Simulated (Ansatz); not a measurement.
**SiH2SeCl (SMILES Cl[SiH][SeH]) at UCCSD(T)/cc-pVDZ**

Aim: the energy change on altering one bond length of SiH2SeCl at UCCSD(T)/cc-pVDZ, from 2 runs. 

The results are computed with Ansatz 0.2.0.

69 further runs of the same task are left out: 69 set aside as unsound or not needed. Runs told in other sessions of the task aren't counted.

### 1 The structure to begin with

The species is SiH2SeCl (5 atoms), meant as a doublet with charge 0. SMILES: `Cl[SiH][SeH]`. Geometry: relaxed at PBE0-D4/def2-TZVP. This is one conformer, not always the lowest.

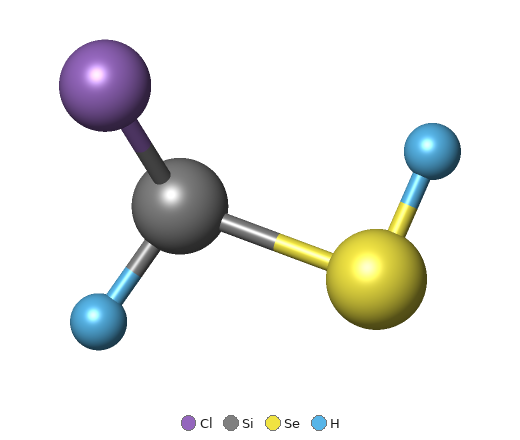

The structure, seen from a chosen angle (chlorine purple, silicon grey, selenium yellow, hydrogen blue).

### 2 A single-point energy at UCCSD(T)/cc-pVDZ

run.yaml reads:

```yaml
crystal:
  periodic: [false, false, false]
  atoms:
    - {symbol: Cl, position_ang: [-2.098500, -0.286100, 0.143900]}
    - {symbol: Si, position_ang: [-0.121800, -0.761200, -0.193900]}
    - {symbol: Se, position_ang: [1.300800, 0.972900, 0.128200]}
    - {symbol: H, position_ang: [0.283800, -1.778100, 0.815900]}
    - {symbol: H, position_ang: [0.685700, 1.778800, -0.935500]}
basis:
  gaussian:
    orbitals: cc-pVDZ
magnetization:
  spin_polarized: true
  initial_magnetization: 1
correlation:
  method: ccsd_t
  frozen_orbitals: {Cl: 5, H: 0, Se: 9, Si: 5}
accuracy: high
scf:
  omitted_lower_state_checks: [cluster_reference, increment]
```

On the command line:

```bash
$ ansatz run run.yaml --threads 1 --pin off --max-ram 2610MiB --events-out events.jsonl --progress --plain --runs-dir runs
```

The log of the run (excerpt; [...] marks lines left out):

```text
Warning: RAYON_NUM_THREADS=1 ignored (pool sized by the plan → 1); use --threads N
Functional definition: HF
  name "HF"
[...]
1586 factors; integrals over basis functions are off by at most 4.6e-9 eV
[...]
mean field -85700.95381195 eV, -3149.4519623963 hartree, gradient 2.1e-8 eV, S^2 0.756405; 0 other end points of the search recorded, 0 dependent functions left out
19 core orbitals not correlated: weight in the atoms' cores, before any rotation towards them, 1.000 or more for the frozen orbitals, at most 0.000 for the correlated occupied ones
reference -85700.95381195 eV, -3149.4519623963 hartree; 15, 14 occupied and 39, 40 virtual orbitals, 1586 factors
second order -9.41645049 eV of doubles, -0.00000000 eV of singles
cycle   1  -10.12289466 eV  change   -7.1e-1 eV  update   7.6e-2
[...]
cycle  24  -10.44513155 eV  change    1.5e-9 eV  update   1.7e-9
perturbative correction -0.28118037 eV, -0.0103331881 hartree
Total energy: -85711.68012388 eV, -3149.8461470890 hartree
Checks for a lower state left out: cluster_reference, increment
```

Run time: 14 s. Hardware: 1 thread of Intel Xeon 6975P-C (Granite Rapids), shared host; peak memory 0.48 GiB.

### 3 The distorted shape

molecule.yaml reads:

```yaml
crystal:
  periodic: [false, false, false]
  atoms:
    - symbol: Cl
      position_ang: [-3.679898, 0.093989, 0.414147]
    - symbol: Si
      position_ang: [-0.121800, -0.761200, -0.193900]
    - symbol: Se
      position_ang: [1.300800, 0.972900, 0.128200]
    - symbol: H
      position_ang: [0.283800, -1.778100, 0.815900]
    - symbol: H
      position_ang: [0.685700, 1.778800, -0.935500]
basis:
  gaussian:
    orbitals: cc-pVDZ
accuracy: high
scf:
  omitted_lower_state_checks: [cluster_reference, increment]
magnetization:
  spin_polarized: true
  initial_magnetization: 1
correlation:
  method: ccsd_t
  frozen_orbitals: {Cl: 5, H: 0, Se: 9, Si: 5}
```

On the command line:

```bash
$ ansatz run molecule.yaml --threads 1 --pin off --max-ram 2610MiB --events-out events.jsonl --progress --plain --runs-dir runs
```

The log of the run (excerpt; [...] marks lines left out):

```text
Warning: RAYON_NUM_THREADS=1 ignored (pool sized by the plan → 1); use --threads N
[... 2 set-up lines as earlier in the session ...]
[...]
1513 factors; integrals over basis functions are off by at most 4.6e-9 eV
[...]
mean field -85698.47142044 eV, -3149.3607361908 hartree, gradient 2.9e-8 eV, S^2 1.029038; 14 other end points of the search recorded, 0 dependent functions left out
19 core orbitals not correlated: weight in the atoms' cores, before any rotation towards them, 1.000 or more for the frozen orbitals, at most 0.000 for the correlated occupied ones
reference -85698.47142044 eV, -3149.3607361908 hartree; 15, 14 occupied and 39, 40 virtual orbitals, 1513 factors
second order -8.78893792 eV of doubles, -0.00000000 eV of singles
cycle   1  -9.72701428 eV  change   -9.4e-1 eV  update   9.4e-2
[...]
cycle  56  -10.26499596 eV  change  -2.1e-10 eV  update   3.6e-9
perturbative correction -0.26760721 eV, -0.0098343835 hartree
Total energy: -85709.00402360 eV, -3149.7478022178 hartree
Checks for a lower state left out: cluster_reference, increment
```

Run time: 37 s. Hardware: 1 thread of Intel Xeon 6975P-C (Granite Rapids), shared host; peak memory 0.47 GiB.

### 4 Outcome

Level: UCCSD(T)/cc-pVDZ, 19 core orbitals frozen.

| quantity | value |
| --- | --- |
| first shape: total energy | -3149.84615 Eh |
| first shape: correlation energy (19 core orbitals frozen) | -394.2 mEh |
| first shape: (T) correction | -10.33 mEh |
| first shape: ⟨S²⟩ of the reference determinant | 0.756 |
| first shape: T1 diagnostic | 0.012 |
| distorted shape: total energy | -3149.74780 Eh |
| distorted shape: correlation energy (19 core orbitals frozen) | -387.1 mEh |
| distorted shape: (T) correction | -9.83 mEh |
| distorted shape: ⟨S²⟩ of the reference determinant | 1.029 |
| distorted shape: T1 diagnostic | 0.037 |
| energy change with the Cl1–Si2 bond stretched from 2.061 to 3.710 Å | 2.676 eV |

**Reading.** With the Cl1–Si2 bond stretched from 2.061 to 3.710 Å the energy rises by 2.68 eV (258 kJ/mol). The first shape isn't relaxed at this level, so the change isn't measured from a minimum. The triples (first shape) make up 2.6 % of the correlation energy. ⟨S²⟩ (distorted shape) is 1.03 where a pure doublet has 0.75: the reference is spin-contaminated. The triples (distorted shape) make up 2.5 % of the correlation energy.
